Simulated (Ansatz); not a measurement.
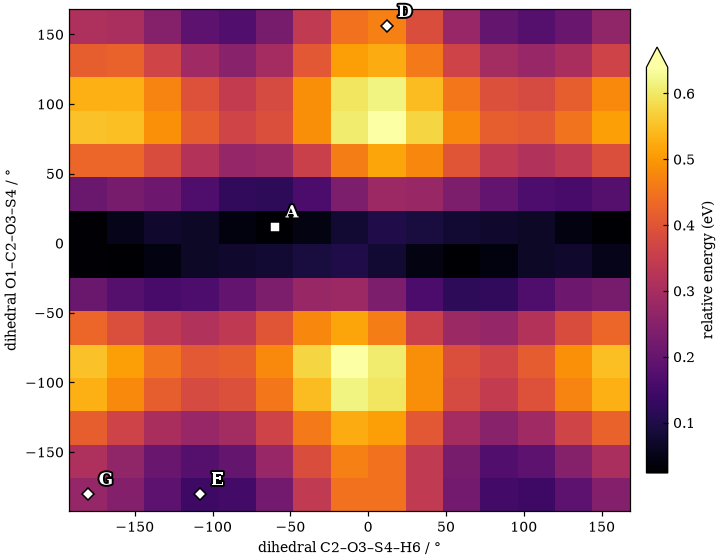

CH2O2S, SMILES O=COS. Coordinates scanned: (1) dihedral C2–O3–S4–H6; (2) dihedral O1–C2–O3–S4. Nothing is relaxed (all other coordinates rigid). Grid: 15 × 15 points; 113 points were computed and 112 follow by symmetry. Points are written as (first, second). Energies are in eV, from the relaxed molecule at the same level. Theory: Ansatz 0.2.0, RHF/def2-TZVP.

The picture shows one coloured cell a grid point, one colour for all values above the top of the scale, lettered points.

Q: Is A the lowest point of the computed grid?

A: No. A lies 0.000 eV above the lowest grid point, which is at (−156°, −12°). It is a local minimum.

Q: Rank the lettered points by energy, lowest first.

A: A (0.024 eV), E (0.141 eV), G (0.273 eV), D (0.467 eV).
